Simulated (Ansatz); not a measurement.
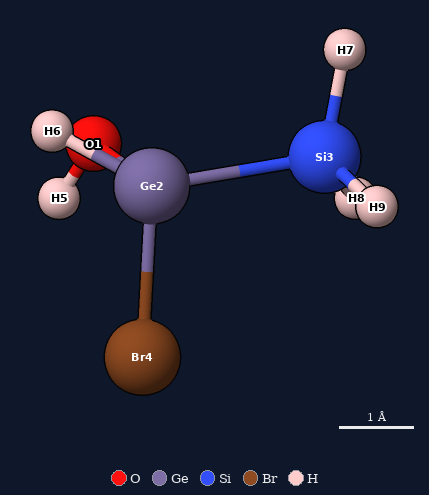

Figure 1. The structure (ball-and-stick view, seen at a tilt; atoms are numbered from 1 in the order of the input). Sticks mark near contacts. Bond lengths as drawn: Br–Ge 2.35 Å, Ge–H 1.62 Å, Ge–O 2.00 Å, Ge–Si 2.41 Å, H–O 0.97 Å and H–Si 1.49 Å.

Frequency calculation, with input and output: GeSiH5BrO

The run: frequency calculation of GeSiH5BrO. Method and program: RKS PBE0/def2-SVP (Ansatz 0.2.0).

It belongs to a series of runs on one base structure; here: vibrations at the highest image of the band. Figures and captions count atoms from 1; the log counts them from 0 in places.

### The input
```yaml
crystal:
  periodic: [false, false, false]
  atoms:
    - { symbol: O, position_ang: [0.314073, 1.308427, -1.513328] }
    - { symbol: Ge, position_ang: [-0.565586, 0.816125, 0.217085] }
    - { symbol: Si, position_ang: [0.686864, -1.081889, 1.014535] }
    - { symbol: Br, position_ang: [-2.57642, -0.173834, -0.485198] }
    - { symbol: H, position_ang: [-0.343069, 1.268806, -2.22618] }
    - { symbol: H, position_ang: [-0.226045, 2.205691, -0.538337] }
    - { symbol: H, position_ang: [2.026786, -0.636435, 1.50187] }
    - { symbol: H, position_ang: [0.842789, -2.038089, -0.121585] }
    - { symbol: H, position_ang: [-0.070992, -1.715102, 2.133938] }
basis:
  gaussian: { orbitals: def2-SVP }
hamiltonian:
  xc: pbe0
phonons: {}
```

Command:
```bash
ansatz run input.yaml --threads 2 --pin off --max-ram 3072MiB --backend cpu --events-out ev --progress --plain --runs-dir out
```

### What the program printed
```
Engine: ansatz 0.2.0, aarch64-unknown-linux-gnu
Functional definition: PBE0
  parameter a = 0.25
  parameter kappa = 0.804
  parameter beta = 0.06672455060314922
  exchange = (1 - a)*pbe_x(kappa = kappa, mu = beta*pi^2/3) + a*exact_x
  correlation = pbe_c(beta = beta)
1254 factors; integrals over basis functions are off by at most 2.5e-4 eV
mean field evaluation 1: about -136524.5549 eV, gradient 5.1e1 eV
mean field evaluation 2: about -136484.7164 eV, gradient 1.4e2 eV
mean field evaluation 4: about -136529.4333 eV, gradient 7.6e0 eV
mean field evaluation 8: about -136529.5721 eV, gradient 4.2e-1 eV
mean field evaluation 16: about -136529.5725 eV, gradient 3.6e-5 eV
mean field -136529.57252477 eV, -5017.3692472174 hartree, gradient 4.9e-6 eV, S^2 0.000000; 0 other end points of the search recorded, 0 dependent functions left out
the calculation of the forces begins
reference -136529.57255207 eV, -5017.3692482204 hartree; 47, 47 occupied and 74, 74 virtual orbitals, 1254 factors
these checks for a lower state are left out or cut short: stability, starts, cluster_reference, orbital_swaps, neighbouring_geometries, increment
1254 factors; integrals over basis functions are off by at most 2.5e-4 eV
mean field -136529.57245479 eV, -5017.3692446454 hartree, gradient 1.5e-6 eV, S^2 0.000000; 0 other end points of the search recorded, 0 dependent functions left out
[... from here on the field's lines of each further geometry are left out, up to the last ...]
the calculation of the forces begins
reference -136529.57252213 eV, -5017.3692471201 hartree; 47, 47 occupied and 74, 74 virtual orbitals, 1254 factors
these checks for a lower state are left out or cut short: stability, starts, cluster_reference, orbital_swaps, neighbouring_geometries, increment
1254 factors; integrals over basis functions are off by at most 2.5e-4 eV
mean field -136529.57248636 eV, -5017.3692458058 hartree, gradient 9.3e-6 eV, S^2 0.000000; 0 other end points of the search recorded, 0 dependent functions left out
the calculation of the forces begins
reference -136529.57251365 eV, -5017.3692468086 hartree; 47, 47 occupied and 74, 74 virtual orbitals, 1254 factors
WARN: phonons: modes at or below zero, which the zero-point energy, F, S and C_V leave out: 1, the lowest at -1401.09 cm⁻¹. A minimum has none, and a first-order saddle one
Total energy: -136529.57255207 eV, -5017.3692482204 hartree
Atom 0 at     0.314073     1.308427    -1.513328 Å, force     0.006936     0.001035     0.000940 eV/Å
Atom 1 at    -0.565586     0.816125     0.217085 Å, force    -0.009375    -0.003225     0.005779 eV/Å
Atom 2 at     0.686864    -1.081889     1.014535 Å, force     0.002491    -0.007302    -0.001071 eV/Å
Atom 3 at    -2.576420    -0.173834    -0.485198 Å, force     0.007268     0.001209    -0.000028 eV/Å
Atom 4 at    -0.343069     1.268806    -2.226180 Å, force    -0.002744    -0.002075    -0.005850 eV/Å
Atom 5 at    -0.226045     2.205691    -0.538337 Å, force    -0.000190     0.004439     0.001985 eV/Å
Atom 6 at     2.026786    -0.636435     1.501870 Å, force     0.000179     0.004519    -0.003768 eV/Å
Atom 7 at     0.842789    -2.038089    -0.121585 Å, force    -0.003215    -0.000511     0.000345 eV/Å
Atom 8 at    -0.070992    -1.715102     2.133938 Å, force    -0.001350     0.001911     0.001668 eV/Å
Dipole moment:     0.145524     0.067362     0.041824 e Å
Vibrations: -1401.09 77.85 89.14 111.74 134.11 278.25 315.87 343.05 473.48 494.30 509.17 741.35 837.64 911.40 922.89 929.93 1906.53 2226.73 2245.86 2250.41 3810.65 cm⁻¹, zero-point energy 1.215687 eV
```

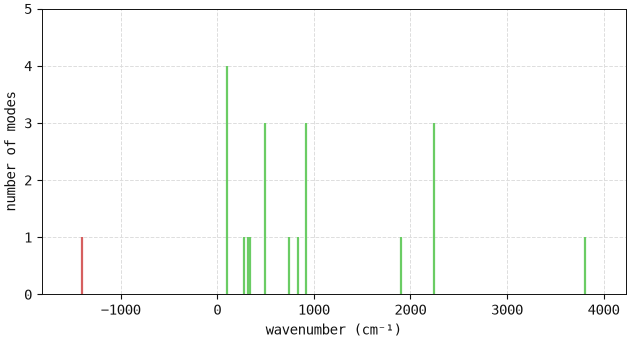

Figure 2. Harmonic vibrational wavenumbers from the force constants; neighbouring modes closer than 24 cm⁻¹ are counted in one stick, and imaginary ones are drawn at negative wavenumbers. 21 modes from 1401i to 3811 cm⁻¹, 1 imaginary beyond 8i (1401i cm⁻¹): a first-order saddle point, if the geometry is stationary.

### Key numbers

- outcome: converged
- total energy: −136529.5726 eV
- mean-field energy: −136529.5726 eV
- largest force (length of the vector): 0.011 eV/Å
- hardware: 2 threads of Arm Neoverse V1, 24 GiB of memory available, shared host
- wall time: 2.5 min (CPU time 4.8 min)
- peak memory: 0.33 GiB
